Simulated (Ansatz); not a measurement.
**BPH4 (SMILES BP): levels of theory compared**

Wanted: a comparison of 6 runs (UHF/STO-3G, PBE/STO-3G, SVWN5/STO-3G, UPBE/STO-3G, MP2/STO-3G, BCCD(T)/STO-3G) of BPH4. 

The results are computed with Ansatz 0.2.0.

53 further runs of the same task are left out: 53 set aside as unsound or not needed.

### Step 1. The molecule

BPH4: 6 atoms, total charge 0, spin state singlet. As SMILES, `BP`. The H5–P2 distance was set to 2.757 Å, away from the relaxed value. At this shape a bond of the SMILES string is far longer than usual.

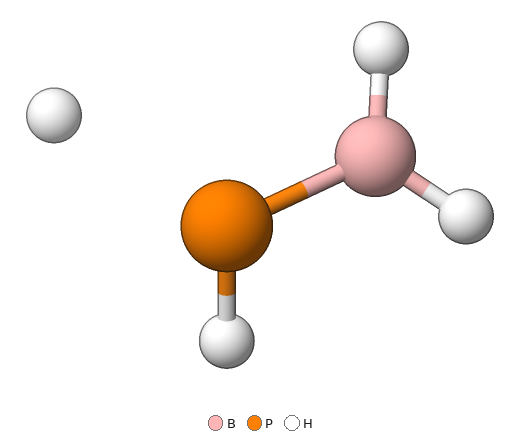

The structure, seen from a chosen angle (boron pink, phosphorus orange, hydrogen white).

### Step 2. A single-point energy at UHF/STO-3G (run 1)

molecule.yaml reads:

```yaml
crystal:
  periodic: [false, false, false]
  atoms:
    - symbol: B
      position_ang: [-0.217707, -1.258234, 1.422210]
    - symbol: P
      position_ang: [0.158373, 0.538496, 1.562960]
    - symbol: H
      position_ang: [-0.997827, -1.741464, 2.146260]
    - symbol: H
      position_ang: [0.438863, -1.931144, 0.727400]
    - symbol: H
      position_ang: [0.599110, 1.319050, -1.043720]
    - symbol: H
      position_ang: [-1.082637, 1.121926, 1.701540]
basis:
  gaussian: {orbitals: STO-3G}
magnetization: {spin_polarized: true}
hamiltonian: {xc: hf}
accuracy: high
```

Command:

```
ansatz run molecule.yaml --threads 1 --pin off --max-ram 2610MiB --events-out events.jsonl --progress --plain --runs-dir runs
```

What it wrote:

```text
Warning: RAYON_NUM_THREADS=1 ignored (pool sized by the plan → 1); use --threads N
Functional definition: HF
  name "HF"
  exchange = exact_x
  correlation = 0
311 factors; integrals over basis functions are off by at most 1.2e-8 eV
mean field evaluation 1: about -9883.5057 eV, gradient 1.2e1 eV
mean field evaluation 2: about -9883.5201 eV, gradient 1.2e1 eV
mean field evaluation 4: about -9886.1374 eV, gradient 1.4e0 eV
mean field evaluation 8: about -9886.1696 eV, gradient 9.4e-3 eV
mean field evaluation 16: about -9889.8433 eV, gradient 7.3e-1 eV
mean field evaluation 32: about -9889.8424 eV, gradient 6.8e-2 eV
mean field evaluation 64: about -9889.4494 eV, gradient 3.5e0 eV
mean field evaluation 96: about -9887.4176 eV, gradient 9.1e0 eV
mean field -9889.84244346 eV, -363.4450062213 hartree, gradient 2.0e-8 eV, S^2 0.966901; 5 other end points of the search recorded, 0 dependent functions left out
reference -9889.84244346 eV, -363.4450062213 hartree; 12, 12 occupied and 6, 6 virtual orbitals, 311 factors
Total energy: -9889.84244346 eV, -363.4450062213 hartree
```

Wall time 0.2 s (1 thread of AMD EPYC 7R13 (Zen 3), shared host).

### Step 3. The energy at PBE/STO-3G (run 2)

molecule.yaml reads:

```yaml
basis:
  gaussian:
    orbitals: STO-3G
crystal:
  periodic: [false, false, false]
  atoms:
    - {symbol: B, position_ang: [-0.217707, -1.258234, 1.422210]}
    - {symbol: P, position_ang: [0.158373, 0.538496, 1.562960]}
    - {symbol: H, position_ang: [-0.997827, -1.741464, 2.146260]}
    - {symbol: H, position_ang: [0.438863, -1.931144, 0.727400]}
    - {symbol: H, position_ang: [0.599110, 1.319050, -1.043720]}
    - {symbol: H, position_ang: [-1.082637, 1.121926, 1.701540]}
accuracy: high
hamiltonian:
  xc: {name: PBE}
```

Command:

```
ansatz run molecule.yaml --threads 1 --pin off --max-ram 2610MiB --events-out events.jsonl --progress --plain --runs-dir runs
```

What it wrote:

```text
Warning: RAYON_NUM_THREADS=1 ignored (pool sized by the plan → 1); use --threads N
Functional definition: PBE
  name "PBE"
  parameter kappa = 0.804
  parameter beta = 0.06672455060314922
  exchange = pbe_x(kappa = kappa, mu = beta*pi^2/3)
  correlation = pbe_c(beta = beta)
311 factors; integrals over basis functions are off by at most 1.2e-8 eV
mean field evaluation 1: about -9899.2051 eV, gradient 2.6e1 eV
mean field evaluation 2: about -9890.4508 eV, gradient 3.0e1 eV
mean field evaluation 4: about -9899.0329 eV, gradient 2.2e1 eV
mean field evaluation 8: about -9903.1614 eV, gradient 1.7e1 eV
mean field evaluation 16: about -9904.5233 eV, gradient 1.7e-8 eV
mean field -9904.52325107 eV, -363.9845159498 hartree, gradient 1.7e-8 eV, S^2 0.000000; 0 other end points of the search recorded, 0 dependent functions left out
reference -9904.52325303 eV, -363.9845160220 hartree; 12, 12 occupied and 6, 6 virtual orbitals, 311 factors
Total energy: -9904.52325303 eV, -363.9845160220 hartree
```

Run time: 0.76 s. Hardware: 1 thread of AMD EPYC 7R13 (Zen 3), shared host.

Runs 3 to 5 aren't shown in full; the table further down has their settings and results.

### Step 4. The energy at BCCD(T)/STO-3G (run 6)

input.yaml reads:

```yaml
crystal:
  periodic: [false, false, false]
  atoms:
    - {symbol: B, position_ang: [-0.217707, -1.258234, 1.422210]}
    - {symbol: P, position_ang: [0.158373, 0.538496, 1.562960]}
    - {symbol: H, position_ang: [-0.997827, -1.741464, 2.146260]}
    - {symbol: H, position_ang: [0.438863, -1.931144, 0.727400]}
    - {symbol: H, position_ang: [0.599110, 1.319050, -1.043720]}
    - {symbol: H, position_ang: [-1.082637, 1.121926, 1.701540]}
basis:
  gaussian: {orbitals: STO-3G}
accuracy: high
scf: {omitted_lower_state_checks: [cluster_reference, increment]}
correlation: {method: bccd_t, frozen_orbitals: {B: 1, H: 0, P: 5}}
```

Command:

```
ansatz run input.yaml --threads 1 --pin off --max-ram 2610MiB --events-out events.jsonl --progress --plain --runs-dir runs
```

What it wrote:

```text
Warning: RAYON_NUM_THREADS=1 ignored (pool sized by the plan → 1); use --threads N
[... 11 lines left out ...]
6 core orbitals not correlated: weight in the atoms' cores, before any rotation towards them, 1.000 or more for the frozen orbitals, at most 0.000 for the correlated occupied ones
[... 35 lines left out ...]
WARN: these amplitudes may be one of several solutions (largest doubles amplitude 0.62, level shift 8.04 eV)
Total energy: -9892.36235721 eV, -363.5376113435 hartree
Checks for a lower state left out: cluster_reference, increment
```

Wall time 0.16 s (1 thread of AMD EPYC 7R13 (Zen 3), shared host).

### Step 5. All runs side by side

```tsv
run	level	frozen core orbitals	energy (Eh)	wall time
1	UHF/STO-3G	–	-363.445006	0.2 s
2	PBE/STO-3G	–	-363.984516	0.76 s
3	SVWN5/STO-3G	–	-362.576023	0.44 s
4	UPBE/STO-3G	–	-364.000965	2.7 s
5	MP2/STO-3G	6	-363.452710	0.12 s
6	BCCD(T)/STO-3G	6	-363.537611	0.16 s
```

### Step 6. Summary of results

| quantity | value |
| --- | --- |
| run 6: total energy | -363.53761 Eh |
| run 6: correlation energy (6 core orbitals frozen) | -227.6 mEh |
| run 6: (T) correction | -5.67 mEh |

What this shows: Below the UHF energy at the same shape and in the same basis (STO-3G): MP2 -7.7 mEh; BCCD(T) -92.6 mEh. Some of these start from another determinant than that one, so these aren't their correlation energies. Totals of different functionals can't be ranked against each other. In runs 5, 6 the log says that unrestricted orbitals would lower the reference, so the values rest on an unstable closed-shell determinant (other closed-shell runs at this shape may share the fault). In runs 1, 2, 3, 4, 5, 6 the basis is minimal, so the values are rough. Spin contamination of the reference: run 1 ⟨S²⟩ = 0.97, run 4 ⟨S²⟩ = 0.81. Where it is this large, the reference is a mixture of spin states, and values that rest on it are in doubt. All runs together took 4.4 s, the longest 2.7 s.
